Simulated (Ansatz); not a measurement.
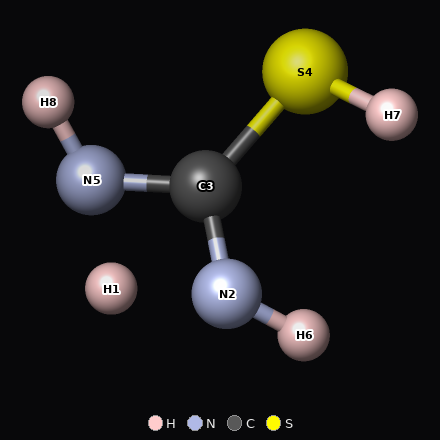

The system is the reacting system CH₄N₂S (one molecule; an intramolecular 1,3-shift); the picture shows the reference structure. Coordinates scanned: (1) distance H1–N5 (bond that forms); (2) distance H1–N2 (bond that breaks). Relaxed at each point: all other coordinates. The scan uses an 11 × 11 grid. Points are written as (first, second). Energies are in eV, from the lowest grid point. The reference is spin-restricted, so regions where a bond is pulled apart into radicals lie too high. All numbers below come from RKS PBE-D4/def2-SVP (Ansatz 0.2.0).

Its coordinates:

```xyz
8

H    -0.1930   -1.3519    0.7527
N    -0.0904   -1.0477   -0.5539
C    -0.0404    0.1159    0.1011
S     0.0946    1.7576   -0.5512
N    -0.1404   -0.1729    1.3989
H    -0.5315   -1.1038   -1.4808
H     0.5816    1.3803   -1.7663
H     0.3196    0.4225    2.0996
```

Range: distance H1–N5 (bond that forms) from 0.918 to 2.718 Å; distance H1–N2 (bond that breaks) from 0.918 to 2.718 Å.

Predict the map.

Answer. The lowest grid point is at (1.019 Å, 2.496 Å). A higher local minimum lies near (2.496 Å, 1.019 Å) (0.012 eV above the lowest at that grid point). The highest grid point, (0.918 Å, 0.918 Å), lies 8.65 eV above the lowest. On the interpolated surface the lowest path from the side where the first distance is long, (2.496 Å, 1.019 Å), to the side where the second distance is long, (1.019 Å, 2.496 Å), has its top at about (1.36 Å, 1.36 Å), about 1.6 eV above the start and 1.6 eV above the end.

```tsv
second ↓, first →	0.918	1.019	1.159	1.318	1.491	1.675	1.869	2.071	2.280	2.496	2.718
2.718	0.38	0.06	0.34	1.06	1.93	2.78	3.54	4.17	4.69	5.08	5.29
2.496	0.30	0.00	0.30	1.02	1.90	2.76	3.52	4.14	4.62	4.91	5.01
2.280	0.35	0.05	0.34	1.05	1.91	2.75	3.48	4.06	4.43	4.56	4.61
2.071	0.52	0.20	0.46	1.13	1.95	2.74	3.40	3.84	4.01	4.07	4.11
1.869	0.84	0.47	0.66	1.26	1.99	2.67	3.15	3.36	3.43	3.46	3.48
1.675	1.33	0.88	0.95	1.41	1.98	2.43	2.64	2.70	2.71	2.71	2.74
1.491	2.05	1.46	1.33	1.56	1.83	1.96	1.96	1.92	1.88	1.87	1.90
1.318	3.09	2.27	1.82	1.67	1.55	1.40	1.25	1.12	1.04	1.01	1.05
1.159	4.56	3.38	2.45	1.82	1.32	0.94	0.65	0.45	0.33	0.30	0.35
1.019	6.55	4.88	3.38	2.26	1.45	0.87	0.47	0.20	0.05	0.01	0.08
0.918	8.65	6.54	4.55	3.08	2.04	1.33	0.84	0.53	0.36	0.32	0.41
```

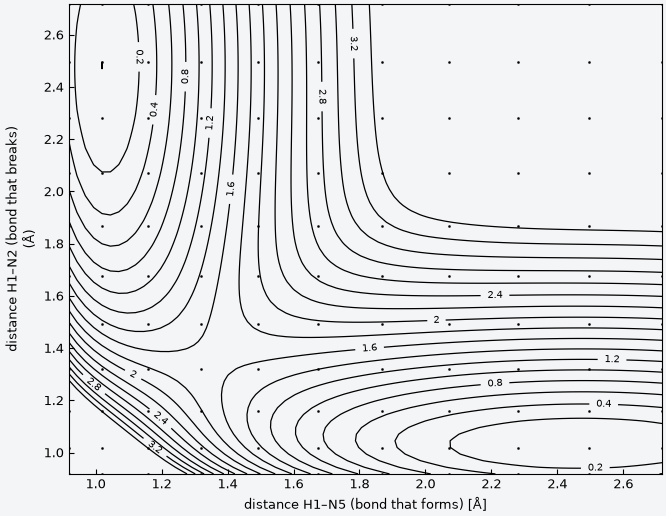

Drawn: contour lines labelled in eV (none above 3.4), dots at the grid points. Between grid points the surface is interpolated.

Each point was launched as `ansatz run input.yaml --threads 1 --pin off --max-ram 2560MiB --backend cpu --events-out ev --progress --plain --runs-dir out`. The whole map (121 points run) took 24 min on 1 thread of Arm Neoverse V2, on a shared host.
